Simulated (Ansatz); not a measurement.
**CH4AlFN (charge +1): density, localisation and related maps**

Input

```
crystal:
  periodic: [false, false, false]
  atoms:
    - { symbol: C, position_ang: [-0.47408, 1.14479, -0.63236] }
    - { symbol: "N", position_ang: [-0.49901, 0.17867, 0.19056] }
    - { symbol: Al, position_ang: [0.84093, -1.22469, 0.44782] }
    - { symbol: F, position_ang: [0.31372, -2.20313, 1.62556] }
    - { symbol: H, position_ang: [0.37659, 1.25448, -1.3021] }
    - { symbol: H, position_ang: [-1.27418, 1.88235, -0.70219] }
    - { symbol: H, position_ang: [1.93087, -2.30473, 0.57874] }
    - { symbol: H, position_ang: [2.04398, -1.15243, -0.4311] }
total_charge: 1
basis:
  gaussian: { orbitals: cc-pVDZ }
hamiltonian:
  xc: pbe
  dispersion: d4
relax:
  f_tol: 0.02
  max_steps: 50
output:
  orbitals: {}
```

Run with:

```sh
ansatz run input.yaml --threads 1 --pin off --max-ram 2048MiB --backend cpu --events-out ev --progress --plain --runs-dir out
```

The fields are those of the relaxed geometry.

At this geometry the atoms fall into two loosely joined parts.

These are results of RKS PBE-D4/cc-pVDZ in Ansatz 0.2.0, not measurements.

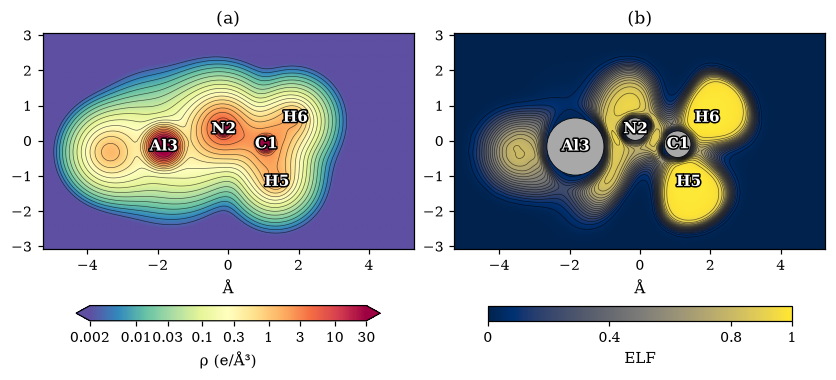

Figure 1. (a) electron density; (b) ELF on the plane of atoms H5, C1 and H6. Grey discs cover the atomic cores in the ELF map.

**Describe what can be read from this map.**

The plane passes through C, N, Al and H nuclei. C–N (1.28 Å): the density is about 2.7 e/Å³ at the midpoint; the ELF peaks at about 0.90 between the atoms (localised, covalent bonding). Al–N (1.77 Å): ρ at the midpoint is about 0.76 e/Å³; the ELF peaks at about 0.90 in the valence shell of N, 0.6 Å from its nucleus, and is about 0.40 at the midpoint. C–H (1.11 Å): ρ at the midpoint is about 2 e/Å³; the ELF climbs to about 1 towards the hydrogen, as it does in any bond to H (an ordinary covalent bond to hydrogen). The ELF also peaks beside F4 and N2, away from the bonds: lone-pair regions.

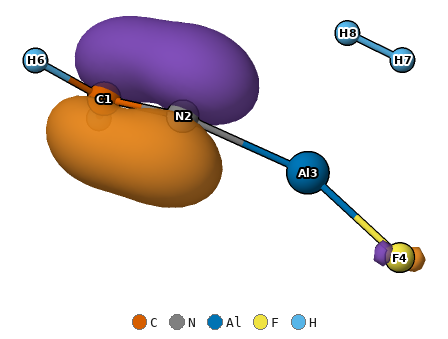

Figure 2. The HOMO−1 at ±0.2 Å⁻³ᐟ² (orange and purple are the two phases), seen at a tilt.

**Where does this orbital lie, and at what energy?**

Its weight (Hirshfeld) is mainly on N2 (about 55 %) and C1 (about 35 %); π-bonding across N2–C1. Its energy is −14.35 eV.

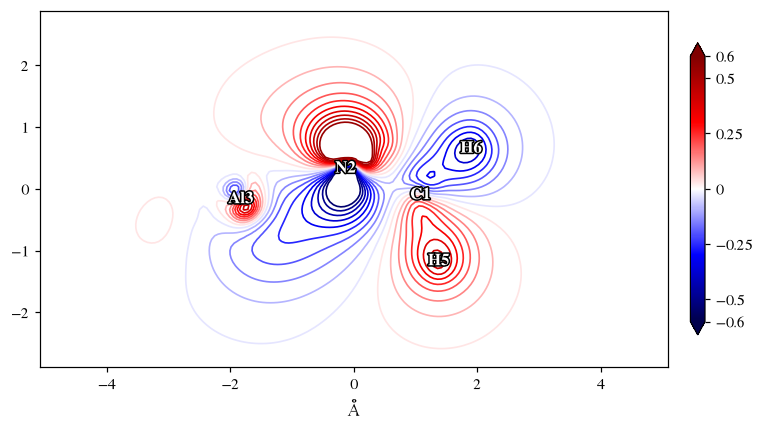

Figure 3. The HOMO on the plane of atoms H5, C1 and H6 (values in Å⁻³ᐟ²; the overall sign is arbitrary).

**Describe this orbital and give its energy.**

Its weight (Hirshfeld) is mainly on N2 (about 50 %), Al3 (about 20 %), C1 (about 15 %), H5 (about 10 %) and H6 (about 5 %). Its energy is −11.68 eV.
